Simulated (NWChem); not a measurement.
# One shape, several levels: C2H4F2O (SMILES FCOCF)

Wanted: a comparison of 3 runs (HF/STO-3G, HF/3-21G, B3LYP/6-31G*) of C2H4F2O. 

The calculation is run with NWChem 7.3.0.

### Step 1. The structure to begin with

C2H4F2O: 9 atoms, total charge 0, spin state singlet. As SMILES, `FCOCF`. The coordinates come from a PBE0-D4/def2-TZVP relaxation. This is one conformer, not always the lowest.

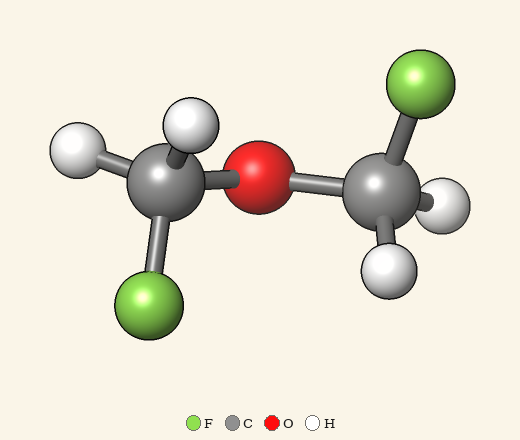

Viewed from a chosen angle; fluorine green, carbon grey, oxygen red, hydrogen white.

### Step 2. Energy and forces at HF/STO-3G (run 1)

File c2h4f2o.nw:

```
start c2h4f2o
memory stack 880 mb heap 220 mb global 1100 mb
charge 0
geometry noautosym nocenter noautoz
  F       -1.734200       0.805200      -0.245200
  C       -0.460700       0.758500      -0.762300
  O        0.071100      -0.508000      -0.618700
  C        0.447400      -0.834700       0.669300
  F        1.603900      -0.174500       1.013000
  H        0.132500       1.512200      -0.235900
  H       -0.517700       0.959900      -1.832000
  H       -0.316800      -0.555400       1.400900
  H        0.648400      -1.905900       0.679800
end
basis spherical bse
  F library STO-3G
  C library STO-3G
  O library STO-3G
  H library STO-3G
end
scf
  thresh 1e-08
  maxiter 80
end
task scf gradient
```

Command:

```bash
nwchem c2h4f2o.nw > c2h4f2o.out
```

Standard output:

```text
[...]
  functions       =    29
[...]
  wavefunction    = RHF
[...]
         Total SCF energy =   -347.041482743039
      One-electron energy =   -867.537440199071
      Two-electron energy =    327.387704670765
 Nuclear repulsion energy =    193.108252785267
        Time for solution =      3.2s
[...]
                         RHF ENERGY GRADIENTS
    atom               coordinates                        gradient
                 x          y          z           x          y          z
   1 F      -3.277163   1.521607  -0.463361    0.012639   0.000626  -0.005585
   2 C      -0.870597   1.433357  -1.440538    0.021217  -0.027524  -0.008709
   3 O       0.134360  -0.959981  -1.169173   -0.006215   0.037606   0.045865
   4 C       0.845463  -1.577354   1.264794   -0.015699  -0.005730  -0.031830
   5 F       3.030932  -0.329757   1.914292   -0.011524  -0.007191  -0.002419
   6 H       0.250389   2.857644  -0.445786   -0.010015  -0.010494   0.001660
   7 H      -0.978311   1.813948  -3.461978   -0.005860  -0.005895   0.011856
   8 H      -0.598665  -1.049554   2.647317    0.010859   0.005092  -0.008221
   9 H       1.225298  -3.601629   1.284636    0.004598   0.013509  -0.002617
[...]
```

It took 4.5 s on 1 thread of Intel Xeon Platinum 8488C (Sapphire Rapids), shared host; peak memory 0.098 GiB.

### Step 3. Energy and forces at HF/3-21G (run 2)

File run.py:

```python
from ase import Atoms
from ase.calculators.nwchem import NWChem

mol = Atoms(['F', 'C', 'O', 'C', 'F', 'H', 'H', 'H', 'H'], positions=[
    [-1.734200, 0.805200, -0.245200],
    [-0.460700, 0.758500, -0.762300],
    [0.071100, -0.508000, -0.618700],
    [0.447400, -0.834700, 0.669300],
    [1.603900, -0.174500, 1.013000],
    [0.132500, 1.512200, -0.235900],
    [-0.517700, 0.959900, -1.832000],
    [-0.316800, -0.555400, 1.400900],
    [0.648400, -1.905900, 0.679800],
])

calc = NWChem(
    label='sp',
    theory='scf',
    memory='2200 mb',
    basis='3-21G',
    basispar='spherical bse',
    scf={'nopen': '0', 'rhf': None, 'thresh': '1e-08', 'maxiter': '80', 'print': 'low'},
)
mol.calc = calc

forces = mol.get_forces()
e = mol.get_potential_energy()
print(f"E = {e:.6f} eV")
print("forces (eV/A):")
for s, f in zip(mol.symbols, forces):
    print(f"{s:2s} {f[0]:10.5f} {f[1]:10.5f} {f[2]:10.5f}")
```

Command:

```bash
export ASE_NWCHEM_COMMAND="nwchem PREFIX.nwi > PREFIX.nwo"
python run.py
```

Standard output:

```text
E = -9520.389192 eV
forces (eV/A):
F    -0.69101   -0.02551    0.43215
C     0.28210    1.50913   -1.19865
O     0.05559   -0.33615   -0.41158
C    -0.28380   -1.50384    1.20636
F     0.60904    0.51484    0.16393
H    -0.21150   -0.46414   -0.37055
H     0.16301   -0.04371    0.62020
H     0.32956   -0.23839   -0.48542
H    -0.25300    0.58781    0.04350
```

The calculator wrote sp.nwi:

```
title "sp"

permanent_dir sp

scratch_dir sp

start sp

geometry units angstrom nocenter noautosym noautoz
  F  -1.7342000000000000e+00 8.0520000000000003e-01 -2.4520000000000000e-01
  C  -4.6070000000000000e-01 7.5849999999999995e-01 -7.6229999999999998e-01
  O  7.1099999999999997e-02 -5.0800000000000001e-01 -6.1870000000000003e-01
  C  4.4740000000000002e-01 -8.3470000000000000e-01 6.6930000000000001e-01
  F  1.6039000000000001e+00 -1.7449999999999999e-01 1.0129999999999999e+00
  H  1.3250000000000001e-01 1.5122000000000000e+00 -2.3590000000000000e-01
  H  -5.1770000000000005e-01 9.5989999999999998e-01 -1.8320000000000001e+00
  H  -3.1680000000000003e-01 -5.5540000000000000e-01 1.4009000000000000e+00
  H  6.4839999999999998e-01 -1.9058999999999999e+00 6.7979999999999996e-01
end

memory 2200 mb

basis spherical bse noprint
   * library 3-21G
end

scf
  nopen 0
  rhf
  thresh 1e-08
  maxiter 80
  print low
end

task scf gradient
```

sp.nwo:

```text
Northwest Computational Chemistry Package (NWChem) 7.3.0
             --------------------------------------------------------

           Job information
           ---------------

    nwchem branch   = 7.3.0
    use scalapack   = T
    input           = sp.nwi
    prefix          = sp.
    data base       = sp/sp.db
    status          = startup
    nproc           =        1

           Memory information
           ------------------

    heap     =     72089594 doubles =      550.0 Mbytes
    stack    =     72089599 doubles =      550.0 Mbytes
    global   =    144179200 doubles =     1100.0 Mbytes (distinct from heap & stack)
    total    =    288358393 doubles =     2200.0 Mbytes
    verify   = yes
    hardfail = no

[... 38 lines left out ...]
            Nuclear Dipole moment (a.u.)
[... 72 lines left out ...]
       Final RHF  results
       ------------------

         Total SCF energy =   -349.867852498379
      One-electron energy =   -868.098973104749
      Two-electron energy =    325.122867821103
 Nuclear repulsion energy =    193.108252785267

        Time for solution =      3.0s

                              NWChem Gradients Module
                              -----------------------

                         RHF ENERGY GRADIENTS

    atom               coordinates                        gradient
                 x          y          z           x          y          z
   1 F      -3.277163   1.521607  -0.463361    0.013438   0.000496  -0.008404
   2 C      -0.870597   1.433357  -1.440538   -0.005486  -0.029348   0.023310
   3 O       0.134360  -0.959981  -1.169173   -0.001081   0.006537   0.008004
[... 5 lines of this table left out ...]
   9 H       1.225298  -3.601629   1.284636    0.004920  -0.011431  -0.000846

 Task  times  cpu:        3.9s     wall:        3.9s
 Total times  cpu:        3.9s     wall:        3.9s
```

Wall time 5.7 s (1 thread of Intel Xeon Platinum 8488C (Sapphire Rapids), shared host); peak memory 0.099 GiB.

### Step 4. Energy and gradient at B3LYP/6-31G(d) (Cartesian functions) (run 3)

File c2h4f2o.xyz:

```xyz
9

F     -1.734200     0.805200    -0.245200
C     -0.460700     0.758500    -0.762300
O      0.071100    -0.508000    -0.618700
C      0.447400    -0.834700     0.669300
F      1.603900    -0.174500     1.013000
H      0.132500     1.512200    -0.235900
H     -0.517700     0.959900    -1.832000
H     -0.316800    -0.555400     1.400900
H      0.648400    -1.905900     0.679800
```

File run.py:

```python
from ase.io import read
from ase.calculators.nwchem import NWChem

molecule = read('c2h4f2o.xyz')

calc = NWChem(
    label='c2h4f2o',
    theory='dft',
    memory='2200 mb',
    basis='6-31G*',
    dft={'xc': 'b3lyp', 'mult': '1', 'grid': 'xfine', 'convergence': 'energy 1e-08', 'iterations': '100', 'mulliken': None},
)
molecule.calc = calc

forces = molecule.get_forces()
e = molecule.get_potential_energy()
print(f"E = {e:.6f} eV")
print("forces (eV/A):")
for s, f in zip(molecule.symbols, forces):
    print(f"{s:2s} {f[0]:10.5f} {f[1]:10.5f} {f[2]:10.5f}")
print("dipole (e A):", molecule.get_dipole_moment().round(4))
```

Command:

```bash
export ASE_NWCHEM_COMMAND="nwchem PREFIX.nwi > PREFIX.nwo"
python run.py
```

Standard output:

```text
E = -9619.244348 eV
forces (eV/A):
F    -0.35949    0.03219    0.16311
C    -0.07204    0.34468   -0.08695
O     0.05703   -0.34468   -0.42146
C     0.03713   -0.14192    0.33465
F     0.32072    0.19849    0.11801
H     0.10768    0.03193   -0.01270
H     0.07842    0.01373   -0.08845
H    -0.10552   -0.03414    0.00956
H    -0.06402   -0.10027   -0.01574
dipole (e A): [ 0.0005 -0.0032 -0.004 ]
```

The calculator wrote c2h4f2o.nwi:

```
title "c2h4f2o"

permanent_dir c2h4f2o

scratch_dir c2h4f2o

start c2h4f2o

geometry units angstrom nocenter noautosym noautoz
  F  -1.7342000000000000e+00 8.0520000000000003e-01 -2.4520000000000000e-01
  C  -4.6070000000000000e-01 7.5849999999999995e-01 -7.6229999999999998e-01
  O  7.1099999999999997e-02 -5.0800000000000001e-01 -6.1870000000000003e-01
  C  4.4740000000000002e-01 -8.3470000000000000e-01 6.6930000000000001e-01
  F  1.6039000000000001e+00 -1.7449999999999999e-01 1.0129999999999999e+00
  H  1.3250000000000001e-01 1.5122000000000000e+00 -2.3590000000000000e-01
  H  -5.1770000000000005e-01 9.5989999999999998e-01 -1.8320000000000001e+00
  H  -3.1680000000000003e-01 -5.5540000000000000e-01 1.4009000000000000e+00
  H  6.4839999999999998e-01 -1.9058999999999999e+00 6.7979999999999996e-01
end

memory 2200 mb

basis noprint
   * library 6-31G*
end

dft
  xc b3lyp
  mult 1
  grid xfine
  convergence energy 1e-08
  iterations 100
  mulliken
end

task dft gradient
```

c2h4f2o.nwo:

```text
Northwest Computational Chemistry Package (NWChem) 7.3.0
             --------------------------------------------------------

           Job information
           ---------------

    nwchem branch   = 7.3.0
    use scalapack   = T
    input           = c2h4f2o.nwi
    prefix          = c2h4f2o.
    data base       = c2h4f2o/c2h4f2o.db
    status          = startup
    nproc           =        1

           Memory information
           ------------------

    heap     =     72089596 doubles =      550.0 Mbytes
    stack    =     72089601 doubles =      550.0 Mbytes
    global   =    144179200 doubles =     1100.0 Mbytes (distinct from heap & stack)
    total    =    288358397 doubles =     2200.0 Mbytes
    verify   = yes
    hardfail = no

[... 108 lines left out ...]
  convergence criterion.
[... 41 lines left out ...]
          Spatial weights used:  Erf1
[... 75 lines left out ...]
         Total DFT energy =     -353.500712509397
[... 3 lines left out ...]
 Nuclear repulsion energy =      193.108252785267
[... 650 lines left out ...]
          Convergence on gradient requested:  5.00D-04
[... 28 lines left out ...]
          total energy or number of iterations.
[... 26 lines left out ...]
                         DFT ENERGY GRADIENTS

    atom               coordinates                        gradient
                 x          y          z           x          y          z
   1 F      -3.277163   1.521607  -0.463361    0.006991  -0.000626  -0.003172
   2 C      -0.870597   1.433357  -1.440538    0.001401  -0.006703   0.001691
   3 O       0.134360  -0.959981  -1.169173   -0.001109   0.006703   0.008196
[... 5 lines of this table left out ...]
   9 H       1.225298  -3.601629   1.284636    0.001245   0.001950   0.000306

                 ----------------------------------------
                 |  Time  |  1-e(secs)   |  2-e(secs)   |
                 ----------------------------------------
                 |  CPU   |       0.01   |       4.10   |
                 ----------------------------------------
                 |  WALL  |       0.01   |       4.10   |
                 ----------------------------------------

 Task  times  cpu:       67.1s     wall:       67.1s
 Total times  cpu:       67.2s     wall:       67.2s
```

Wall time 69 s (1 thread of Intel Xeon Platinum 8488C (Sapphire Rapids), shared host); peak memory 0.15 GiB.

### Step 5. Overview of the runs

```csv
run,level,Cartesian functions,iteration cap,energy (Eh),dipole moment (D),HOMO energy (eV),LUMO energy (eV),wall time
1,HF/STO-3G,no,80,-347.041483,0.33,-10.30,15.07,4.5 s
2,HF/3-21G,no,80,-349.867852,–,–,–,5.7 s
3,B3LYP/6-31G* (Cartesian functions),yes,100,-353.500713,0.02,-8.78,2.48,69 s
```

### Step 6. What came out

```
                       quantity          value
            run 3: total energy  -353.50071 Eh
           run 3: dipole moment         0.02 D
             run 3: HOMO energy       -8.78 eV
             run 3: LUMO energy        2.48 eV
           run 3: HOMO–LUMO gap       11.26 eV
run 3: largest force on an atom     0.547 eV/Å
```

In run 1 the basis is minimal, so the values are rough. All runs together took 79 s, the longest 69 s.
